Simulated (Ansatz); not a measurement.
## Geometry relaxation, with input and output: Si$_{3}$NH$_{7}$O (part 2 of 2)

Si$_{3}$NH$_{7}$O; RKS B3LYP-D4/6-31G* (Ansatz 0.2.0). It belongs to a series of runs on one base structure; here: end point A relaxed.

Geometry of the input (Å):
```
N  -2.0480  0.6416  0.3175
Si -0.7367  -0.2796  0.6404
Si 1.3166  0.6458  0.3377
O  1.4173  0.2270  -1.2665
Si 0.4515  -1.1942  -1.1093
H  -2.2933  1.3376  1.0755
H  -1.9106  1.2784  -0.5072
H  -0.8881  -1.0553  1.8750
H  1.3527  2.1384  0.5491
H  2.4490  -0.0287  1.1189
H  1.3082  -2.3373  -0.7034
H  -0.3417  -1.4288  -2.2936
```

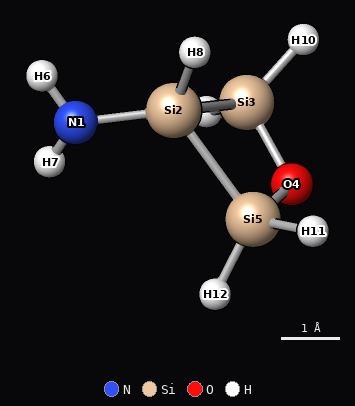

**Figure 1.** The geometry at step 10 of the log (ball-and-stick view, seen at a tilt; atoms are numbered from 1 in the order of the input).

### Trajectory as extended XYZ, continued
```
12
Properties=species:S:1:pos:R:3:forces:R:3 step=5 energy=-27286.42302
N    -2.1292    0.6312    0.3711    0.0553  -0.0798   0.1295
Si   -0.6434   -0.2284    0.7063   -0.2123   0.1829   0.0118
Si    1.5041    0.7531    0.4375    0.0723   0.0253  -0.1008
O     1.6769   -0.0910   -1.0335   -0.0703  -0.0618   0.1477
Si    0.4057   -1.2084   -1.1622    0.1652   0.0236  -0.0940
H    -2.5519    1.1762    1.1160    0.0134  -0.0348  -0.0071
H    -2.2151    1.1270   -0.5079    0.0191   0.0105  -0.0470
H    -0.8646   -1.0273    1.9452    0.0061   0.0031  -0.0295
H     1.6700    2.2222    0.2119   -0.0280  -0.0808   0.0045
H     2.5488    0.3235    1.4154    0.0040   0.0274  -0.0193
H     0.8991   -2.5989   -0.9530   -0.0164  -0.0269  -0.0383
H    -0.2236   -1.1343   -2.5126   -0.0085   0.0114   0.0424
12
Properties=species:S:1:pos:R:3:forces:R:3 step=6 energy=-27286.44221
N    -2.1335    0.6254    0.3817   -0.0817   0.0124   0.0389
Si   -0.6441   -0.2116    0.7017    0.0468   0.0444  -0.0944
Si    1.5172    0.7550    0.4386    0.0172  -0.0444  -0.0023
O     1.7388   -0.1857   -0.9592    0.0181  -0.0160   0.0235
Si    0.4140   -1.2191   -1.1617    0.0647   0.0061   0.0318
H    -2.5803    1.1320    1.1375   -0.0194  -0.0006   0.0152
H    -2.2330    1.1352   -0.4877    0.0053   0.0198  -0.0286
H    -0.8548   -1.0125    1.9359    0.0082  -0.0355   0.0502
H     1.6641    2.2045    0.1217   -0.0220   0.0098  -0.0126
H     2.5511    0.4137    1.4596    0.0038   0.0133   0.0034
H     0.8294   -2.6426   -1.0223   -0.0157  -0.0250  -0.0122
H    -0.1920   -1.0494   -2.5118   -0.0253   0.0156  -0.0128
12
Properties=species:S:1:pos:R:3:forces:R:3 step=7 energy=-27286.44660
N    -2.1534    0.6226    0.4005   -0.1250   0.1218   0.0191
Si   -0.6408   -0.1838    0.6760    0.1640  -0.0045  -0.1300
Si    1.5433    0.7537    0.4345   -0.0034  -0.1105  -0.0483
O     1.8372   -0.3232   -0.8593   -0.2357   0.0287   0.1333
Si    0.4319   -1.2318   -1.1688    0.1000  -0.0073   0.0735
H    -2.6325    1.0640    1.1808    0.0665  -0.0615  -0.0958
H    -2.2848    1.1614   -0.4495    0.0165  -0.0268   0.0737
H    -0.8090   -0.9886    1.9156   -0.0066  -0.0386   0.0320
H     1.6599    2.1796   -0.0108    0.0301  -0.1163   0.0142
H     2.5370    0.5291    1.5365   -0.0717   0.0391  -0.1498
H     0.7171   -2.7039   -1.0941   -0.0167   0.2094  -0.0381
H    -0.1291   -0.9342   -2.5274    0.0822  -0.0335   0.1162
12
Properties=species:S:1:pos:R:3:forces:R:3 step=8 energy=-27286.45265
N    -2.1509    0.6285    0.3965   -0.0516   0.0429  -0.0069
Si   -0.6456   -0.1907    0.6825    0.0439  -0.0364  -0.0528
Si    1.5287    0.7521    0.4373    0.1189  -0.0253  -0.0537
O     1.8122   -0.2948   -0.8750   -0.1286  -0.0098   0.0910
Si    0.4260   -1.2305   -1.1578    0.1024   0.0018  -0.0433
H    -2.6278    1.0717    1.1739    0.0103  -0.0166  -0.0047
H    -2.2627    1.1792   -0.4473    0.0085  -0.0072   0.0227
H    -0.8312   -1.0137    1.9103    0.0070   0.0130   0.0127
H     1.6631    2.1765    0.0088   -0.0395  -0.0145   0.0012
H     2.5487    0.5200    1.5046   -0.0473  -0.0036  -0.0157
H     0.7484   -2.6860   -1.0818   -0.0224   0.0470   0.0170
H    -0.1320   -0.9673   -2.5178   -0.0016   0.0087   0.0325
12
Properties=species:S:1:pos:R:3:forces:R:3 step=9 energy=-27286.43891 accepted=F
N    -2.1763    0.6360    0.4123    0.0463   0.0665  -0.0863
Si   -0.6486   -0.1690    0.6309   -0.0231  -0.0318   0.0709
Si    1.5372    0.7360    0.4089   -0.0658   0.5381   0.5649
O     1.8573   -0.3856   -0.7982    0.4669  -0.0658  -0.2682
Si    0.4589   -1.2301   -1.1668   -0.5739  -0.4102  -0.1541
H    -2.6503    1.0006    1.2316    0.0104  -0.0091  -0.0299
H    -2.2953    1.2639   -0.3774   -0.0021  -0.0601   0.0929
H    -0.7901   -1.0113    1.8539   -0.0229   0.0129  -0.0154
H     1.6467    2.1419   -0.0923    0.0484  -0.0787  -0.0264
H     2.5030    0.5886    1.5425   -0.0145  -0.0089  -0.1123
H     0.6795   -2.7028   -1.0722    0.0495   0.0518  -0.0495
H    -0.0451   -0.9234   -2.5392    0.0807  -0.0046   0.0135
12
Properties=species:S:1:pos:R:3:forces:R:3 step=10 energy=-27286.45587
N    -2.1577    0.6325    0.4022   -0.0268   0.0360  -0.0139
Si   -0.6470   -0.1859    0.6636    0.0210  -0.0072   0.0078
Si    1.5307    0.7479    0.4317    0.0428   0.0472   0.0317
O     1.8324   -0.3400   -0.8365   -0.0022  -0.0019   0.0008
Si    0.4348   -1.2362   -1.1620   -0.0028  -0.0538  -0.0423
H    -2.6396    1.0385    1.1968    0.0118  -0.0156  -0.0163
H    -2.2685    1.2185   -0.4179   -0.0005  -0.0114   0.0280
H    -0.8172   -1.0062    1.8958   -0.0096  -0.0057   0.0001
H     1.6469    2.1610   -0.0398   -0.0009  -0.0259   0.0038
H     2.5351    0.5559    1.5207   -0.0294   0.0067  -0.0278
H     0.7207   -2.6984   -1.0931   -0.0103   0.0296   0.0031
H    -0.0938   -0.9428   -2.5274    0.0071   0.0020   0.0251
12
Properties=species:S:1:pos:R:3:forces:R:3 step=11 energy=-27286.45594
N    -2.1579    0.6356    0.4042   -0.0293   0.0572  -0.0032
Si   -0.6448   -0.1815    0.6579   -0.0204  -0.0240  -0.0259
Si    1.5329    0.7520    0.4254    0.0299   0.0123   0.0578
O     1.8439   -0.3635   -0.8160    0.0285   0.0236  -0.0092
Si    0.4394   -1.2403   -1.1611   -0.0532  -0.0340  -0.0093
H    -2.6526    1.0089    1.2077    0.0235  -0.0183  -0.0441
H    -2.2619    1.2506   -0.3959   -0.0045  -0.0268   0.0493
H    -0.8219   -1.0200    1.8774    0.0124   0.0216   0.0132
H     1.6487    2.1555   -0.0739   -0.0044  -0.0275   0.0048
H     2.5260    0.5832    1.5272   -0.0076   0.0097  -0.0284
H     0.7028   -2.7056   -1.0922    0.0053   0.0163  -0.0132
H    -0.0777   -0.9299   -2.5266    0.0199  -0.0101   0.0083
12
Properties=species:S:1:pos:R:3:forces:R:3 step=12 energy=-27286.45649
N    -2.1595    0.6376    0.4038   -0.0126   0.0426  -0.0143
Si   -0.6476   -0.1834    0.6535   -0.0051  -0.0067   0.0274
Si    1.5319    0.7483    0.4287    0.0050   0.0216   0.0075
O     1.8433   -0.3634   -0.8165    0.0116   0.0007  -0.0033
Si    0.4400   -1.2427   -1.1630   -0.0205  -0.0058  -0.0104
H    -2.6534    1.0075    1.2090    0.0206  -0.0168  -0.0337
H    -2.2628    1.2566   -0.3931   -0.0062  -0.0237   0.0404
H    -0.8197   -1.0101    1.8820   -0.0037   0.0019  -0.0044
H     1.6412    2.1517   -0.0699    0.0058  -0.0094   0.0020
H     2.5302    0.5829    1.5248   -0.0058   0.0013  -0.0078
H     0.7067   -2.7066   -1.0958    0.0027  -0.0003  -0.0044
H    -0.0733   -0.9335   -2.5294    0.0082  -0.0054   0.0010
12
Properties=species:S:1:pos:R:3:forces:R:3 step=13 energy=-27286.45650
N    -2.1582    0.6429    0.4040   -0.0090  -0.0202   0.0289
Si   -0.6483   -0.1801    0.6518    0.0221  -0.0138  -0.0093
Si    1.5335    0.7482    0.4280   -0.0030   0.0135   0.0067
O     1.8453   -0.3678   -0.8126    0.0172  -0.0061  -0.0093
Si    0.4414   -1.2443   -1.1636   -0.0213   0.0112   0.0118
H    -2.6551    0.9972    1.2126   -0.0180   0.0070   0.0063
H    -2.2770    1.2620   -0.3883    0.0162   0.0095  -0.0180
H    -0.8217   -1.0064    1.8809   -0.0065   0.0085  -0.0086
H     1.6469    2.1490   -0.0758    0.0034  -0.0006   0.0024
H     2.5300    0.5849    1.5258   -0.0037   0.0008  -0.0028
H     0.7063   -2.7085   -1.0975    0.0002  -0.0027  -0.0036
H    -0.0662   -0.9321   -2.5311    0.0024  -0.0072  -0.0048
12
Properties=species:S:1:pos:R:3:forces:R:3 step=14 energy=-27286.45669
N    -2.1583    0.6425    0.4049    0.0017   0.0000  -0.0073
Si   -0.6476   -0.1799    0.6520   -0.0008  -0.0028   0.0068
Si    1.5342    0.7492    0.4266   -0.0021   0.0022  -0.0001
O     1.8452   -0.3661   -0.8156   -0.0008   0.0017   0.0047
Si    0.4406   -1.2440   -1.1631   -0.0035  -0.0022  -0.0058
H    -2.6638    0.9905    1.2112    0.0005  -0.0001   0.0022
H    -2.2677    1.2687   -0.3839   -0.0005   0.0019   0.0003
H    -0.8243   -1.0057    1.8802    0.0038  -0.0002  -0.0015
H     1.6483    2.1504   -0.0754    0.0017   0.0010   0.0003
H     2.5300    0.5843    1.5244    0.0005   0.0001   0.0000
H     0.7070   -2.7082   -1.0952   -0.0007   0.0007   0.0001
H    -0.0667   -0.9368   -2.5320    0.0003  -0.0022   0.0001
```

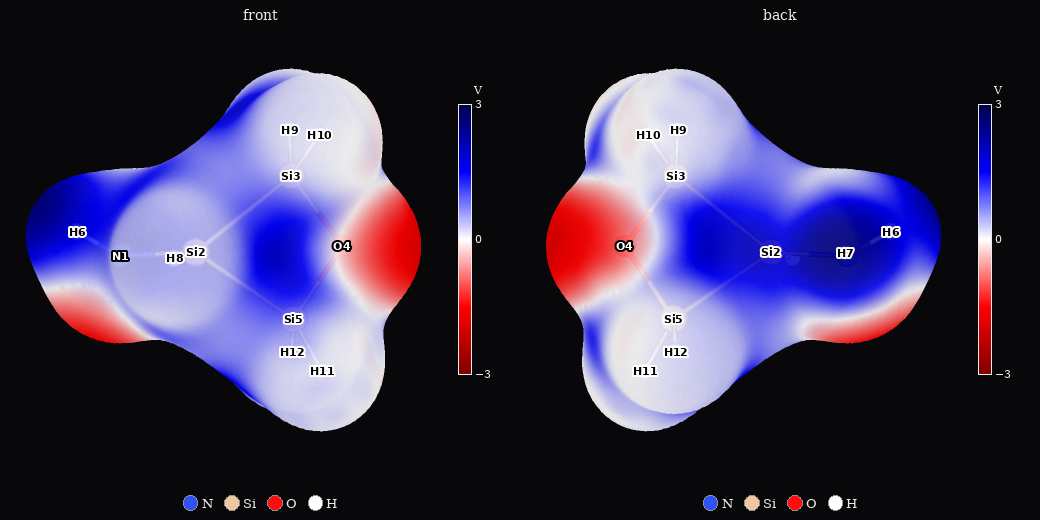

**Figure 2.** The molecular electrostatic potential painted on the density surface at 0.004 e/bohr³, seen face on and from behind; the colour scale runs from red (negative) to blue (positive).

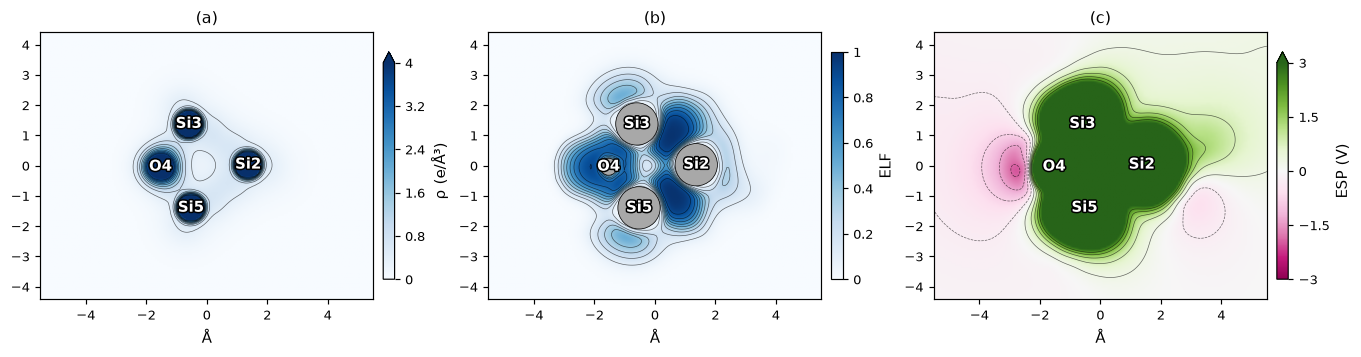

**Figure 3.** (a) total electron density; (b) electron localisation function; (c) molecular electrostatic potential on the plane of atoms Si3, Si2 and Si5. Grey discs, where drawn, cover atomic cores. The section cuts through Si and O sites. Si–O (1.69 Å): ρ at the midpoint is about 1 e/Å³; the ELF peaks at about 0.85 between the atoms (a shared but strongly polarised pair). Si–Si (2.37 Å): ρ is about 0.61 e/Å³ halfway; the ELF peaks at about 1 between the atoms (a covalent bond).

### Key numbers

```json
{"quantity": "outcome", "value": "converged"}
{"quantity": "total energy", "value": "−27286.4570 eV"}
{"quantity": "mean-field energy", "value": "−27285.9319 eV"}
{"quantity": "largest force (length of the vector) at the end", "value": "0.007 eV/Å"}
{"quantity": "hardware", "value": "2 threads of Arm Neoverse N1, 16 GiB of memory available, shared host"}
{"quantity": "wall time", "value": "89 s (CPU time 2.9 min)"}
{"quantity": "peak memory", "value": "0.24 GiB"}
```
